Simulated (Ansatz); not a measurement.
# SiH4+ (quartet): inputs that go wrong

2 inputs are run for SiH4+ (quartet) as typed; the log has to tell whether the result can be used and what must change.

Method: the settings change from run to run; program: Ansatz 0.2.0, Gaussian basis.

26 further runs of the same task are left out: 10 that didn't finish, 16 set aside as unsound or not needed.

## Step 1: What is computed

The geometry is a PBE0/def2-TZVP stationary point (not a proven minimum) of the parent state, kept for this charge and spin.

5 atoms, charge 1, spin multiplicity 4.

Atoms are counted from 1 here; the program's logs count them from 0.

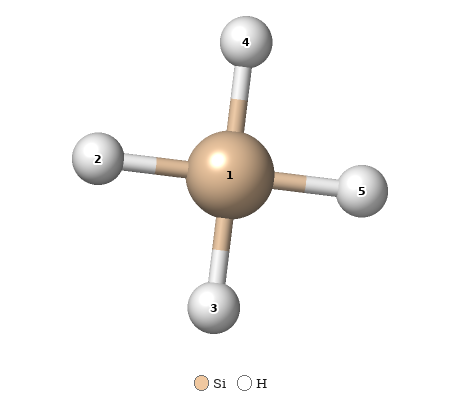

The structure; silicon light orange, hydrogen white; atoms are numbered from 1 in the order of the file.

## Step 2: Attempt 1

Input file in.yaml:

```yaml
crystal:
  periodic: [false, false, false]
  atoms:
    - {symbol: Si, position_ang: [0.038475, 1.385107, 1.077576]}
    - {symbol: H, position_ang: [-0.011525, 1.085107, 1.077576]}
    - {symbol: H, position_ang: [-0.016497, -1.077632, 1.084987]}
    - {symbol: H, position_ang: [0.016497, 1.077632, -1.084987]}
    - {symbol: H, position_ang: [0.011525, -1.085107, -1.077576]}
basis:
  gaussian: {orbitals: cc-pVDZ}
total_charge: 1
magnetization: {spin_polarized: true, initial_magnetization: 3}
correlation: {method: bccd, electrons: all}
scf: {omitted_lower_state_checks: [cluster_reference]}
```

On the command line:

```bash
ansatz run in.yaml --threads 1 --pin off --events-out ev --progress --plain --max-ram 2393MiB
```

Standard output:

```text
Functional definition: HF
  name "HF"
  cite "Fock, Z. Phys. 61, 126 (1930) doi:10.1007/BF01340294"
  parent pbe
  exchange = exact_x
  correlation = 0
these checks for a lower state are left out or cut short: cluster_reference
357 factors; integrals over basis functions are off by at most 1.6e-3 eV
mean field evaluation 1: about -7734.6428 eV, gradient 7.1e0 eV
mean field evaluation 2: about -7734.7027 eV, gradient 7.2e0 eV
mean field evaluation 4: about -7735.9182 eV, gradient 2.9e0 eV
mean field evaluation 8: about -7737.3004 eV, gradient 9.8e-1 eV
mean field evaluation 16: about -7737.3814 eV, gradient 2.0e-1 eV
mean field evaluation 32: about -7737.7051 eV, gradient 1.8e-1 eV
mean field evaluation 64: about -7737.6406 eV, gradient 1.7e0 eV
mean field evaluation 96: about -7737.4229 eV, gradient 2.3e-1 eV
mean field evaluation 128: about -7737.3535 eV, gradient 4.6e-1 eV
mean field -7737.77790348 eV, -284.3580930988 hartree, gradient 1.5e-6 eV, S^2 4.600200; 11 other end points of the search recorded, 0 dependent functions left out
reference -7737.77790348 eV, -284.3580930988 hartree; 10, 7 occupied and 28, 31 virtual orbitals, 357 factors
second order -2.16860647 eV of doubles, -0.00000000 eV of singles
cycle   1  -2.57173775 eV  change   -4.0e-1 eV  update   6.2e-2
cycle   2  -2.77703446 eV  change   -2.1e-1 eV  update   3.4e-2
cycle   3  -2.81038381 eV  change   -3.3e-2 eV  update   2.1e-2
cycle   4  -2.84025483 eV  change   -3.0e-2 eV  update   1.4e-2
cycle   5  -2.85946022 eV  change   -1.9e-2 eV  update   1.1e-2
cycle   6  -2.88016940 eV  change   -2.1e-2 eV  update   8.3e-3
cycle   7  -2.89551219 eV  change   -1.5e-2 eV  update   6.0e-3
cycle   8  -2.89977572 eV  change   -4.3e-3 eV  update   4.6e-3
cycle   9  -2.90034516 eV  change   -5.7e-4 eV  update   3.7e-3
cycle  10  -2.90492815 eV  change   -4.6e-3 eV  update   3.1e-3
cycle  11  -2.90935738 eV  change   -4.4e-3 eV  update   2.7e-3
cycle  12  -2.91191516 eV  change   -2.6e-3 eV  update   2.4e-3
cycle  13  -2.91773500 eV  change   -5.8e-3 eV  update   2.1e-3
cycle  14  -2.92046114 eV  change   -2.7e-3 eV  update   1.8e-3
cycle  15  -2.92298420 eV  change   -2.5e-3 eV  update   1.6e-3
cycle  16  -2.92481978 eV  change   -1.8e-3 eV  update   1.2e-3
cycle  17  -2.92657525 eV  change   -1.8e-3 eV  update   9.8e-4
cycle  18  -2.92568629 eV  change    8.9e-4 eV  update   7.8e-4
cycle  19  -2.92662399 eV  change   -9.4e-4 eV  update   5.0e-4
cycle  20  -2.92683456 eV  change   -2.1e-4 eV  update   3.9e-4
cycle  21  -2.92647048 eV  change    3.6e-4 eV  update   2.8e-4
cycle  22  -2.92699392 eV  change   -5.2e-4 eV  update   2.2e-4
cycle  23  -2.92717979 eV  change   -1.9e-4 eV  update   1.6e-4
cycle  24  -2.92706646 eV  change    1.1e-4 eV  update   1.0e-4
cycle  25  -2.92697598 eV  change    9.0e-5 eV  update   6.7e-5
cycle  26  -2.92700540 eV  change   -2.9e-5 eV  update   4.3e-5
cycle  27  -2.92701157 eV  change   -6.2e-6 eV  update   2.5e-5
cycle  28  -2.92701586 eV  change   -4.3e-6 eV  update   1.9e-5
cycle  29  -2.92701642 eV  change   -5.6e-7 eV  update   1.4e-5
cycle  30  -2.92700782 eV  change    8.6e-6 eV  update   1.1e-5
cycle  31  -2.92699702 eV  change    1.1e-5 eV  update   8.4e-6
cycle  32  -2.92698599 eV  change    1.1e-5 eV  update   6.7e-6
cycle  33  -2.92698145 eV  change    4.5e-6 eV  update   5.3e-6
cycle  34  -2.92697781 eV  change    3.6e-6 eV  update   4.3e-6
cycle  35  -2.92697481 eV  change    3.0e-6 eV  update   3.5e-6
cycle  36  -2.92696889 eV  change    5.9e-6 eV  update   2.8e-6
cycle  37  -2.92696432 eV  change    4.6e-6 eV  update   2.0e-6
Total energy: -7740.70486780 eV, -284.4656570535 hartree
Checks for a lower state left out: cluster_reference
```

It took 2.7 s on 1 thread of Arm Neoverse V2, shared host.

Diagnosis: The run converged, which proves nothing about the input. One atom lies on top of another. The shortest distance is 0.30 Å, against 1.53 Å in the geometry of step 1. Its energy belongs to another geometry. To mend it, restore its position.

## Step 3: Attempt 2

Input file in.yaml:

```yaml
crystal:
  periodic: [false, false, false]
  atoms:
    - {symbol: Si, position_ang: [0.000000, 0.000000, 0.000000]}
    - {symbol: H, position_ang: [-0.011525, 1.085107, 1.077576]}
    - {symbol: H, position_ang: [-0.016497, -1.077632, 1.084987]}
    - {symbol: H, position_ang: [0.016497, 1.077632, -1.084987]}
    - {symbol: H, position_ang: [0.011525, -1.085107, -1.077576]}
basis:
  gaussian: {orbitals: "6-31G*"}
total_charge: 1
magnetization: {spin_polarized: false, initial_magnetization: 3}
correlation: {method: mp2, frozen_orbitals: {Si: 9}}
```

The command is unchanged.

Standard output:

```text
Functional definition: HF
  name "HF"
  cite "Fock, Z. Phys. 61, 126 (1930) doi:10.1007/BF01340294"
  parent pbe
  exchange = exact_x
  correlation = 0
Error: "frozen_orbitals" has no count for H
```

Wall time 0.03 s (1 thread of Arm Neoverse V2, shared host).

Diagnosis: The run was refused. The frozen-orbital counts are incomplete or too large. Fix: leave frozen_orbitals out, or give each element a count that its core has.

## Step 4: How the runs ended

```csv
attempt,level,ended,cause,time
1,BCCD on UHF/cc-pVDZ,converged,one atom lies on top of another,2.7 s
2,MP2 on ROHF/6-31G*,refused,the frozen-orbital counts are incomplete or too large,0.03 s
```

1 converged, 1 refused. The input that converges on a wrong geometry or spin is the dangerous one: no error points at it, so geometry and ⟨S²⟩ have to be checked.
